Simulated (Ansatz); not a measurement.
What Bi → Ge does to Bi2Se3

The parent structure is Bi$_{2}$Se$_{3}$ in the Bi2Te3 type structure (space group R-3m, No. 166; a = 4.081 Å, c = 27.666 Å (hexagonal axes)).

Perturbation: every Bi is replaced by Ge, then cell and atoms are relaxed.

Method: DFT with PBEsol-D3(BJ), PAW potentials and a 420 eV plane-wave cutoff in Ansatz (a first-principles code), no SOC. Settings: 15×15×15 k-points, 0.05 eV Fermi–Dirac smearing, for the changed cell.

```csv
quantity,base,changed,shift
volume per atom,26.61 Å³,20.42 Å³,-6.19 Å³
density,8.17 g/cm³,6.22 g/cm³,-1.958 g/cm³
lattice parameter a,4.081 Å,3.670 Å,-0.4115 Å
c/a ratio,6.778,7.155,+0.377
band gap,zero,zero,–
```

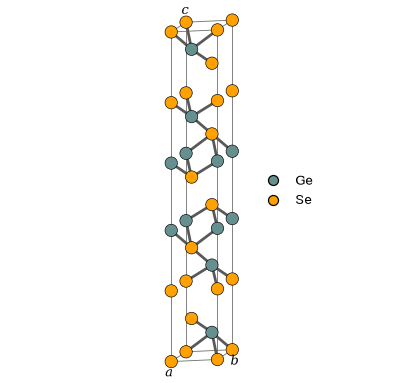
Figure. The relaxed conventional cell after the change

With Bi present, leaving out spin-orbit coupling can change the band edges. Whether these cells are dynamically stable was not tested. As relaxed here, Ge2Se3 is a hypothetical phase, not in the database extracts checked. All final runs are without spin polarisation. Gaps under 0.05 eV, about the width of the smearing, are given as zero. A zero or small gap of Bi2Se3 can be the functional's error rather than a property of the material.
